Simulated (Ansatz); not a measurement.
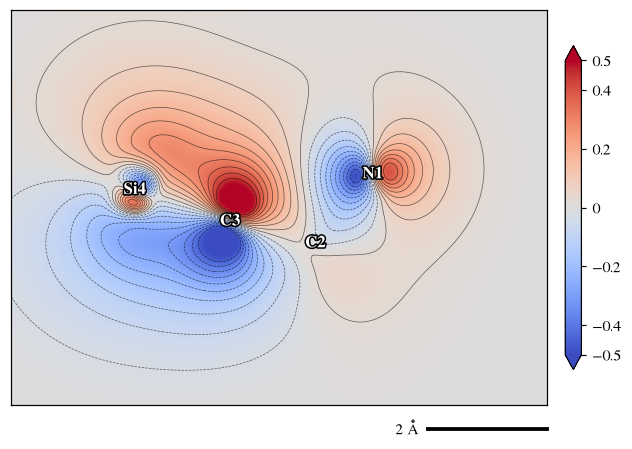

C2H4NSi (charge −1). The HOMO−1 on the plane of atoms N1, C2 and C3 (values in Å⁻³ᐟ²; the overall sign is arbitrary).

The highest occupied orbital lies above zero, a sign that basis and functional describe the outermost electron poorly.

Method: RKS PBE-D4/def2-SVP in Ansatz.

Input

```
crystal:
  periodic: [false, false, false]
  atoms:
    - { symbol: "N", position_ang: [-0.75142, 0.8971, 0.2245] }
    - { symbol: C, position_ang: [0.23388, -0.24745, 0.48843] }
    - { symbol: C, position_ang: [0.91079, -0.15398, 1.75373] }
    - { symbol: Si, position_ang: [1.11985, 0.21945, 3.38138] }
    - { symbol: H, position_ang: [-0.77935, 1.02034, -0.78792] }
    - { symbol: H, position_ang: [-0.39806, 1.76948, 0.62438] }
    - { symbol: H, position_ang: [-0.34892, -1.21317, 0.36915] }
    - { symbol: H, position_ang: [0.91847, -0.20832, -0.39807] }
total_charge: -1
basis:
  gaussian: { orbitals: def2-SVP }
hamiltonian:
  xc: pbe
  dispersion: d4
relax:
  f_tol: 0.015
  max_steps: 40
output:
  orbitals: {}
```

Run with:

```sh
ansatz run input.yaml --threads 1 --pin off --max-ram 2048MiB --backend cpu --events-out ev --progress --plain --runs-dir out
```

The fields are those of the relaxed geometry.

Where does this orbital lie, and at what energy?

Answer. Its weight (Hirshfeld) is mainly on C3 (about 40 %), Si4 (about 40 %) and N1 (about 10 %); π-bonding across C3–Si4. Its energy is 0.89 eV.
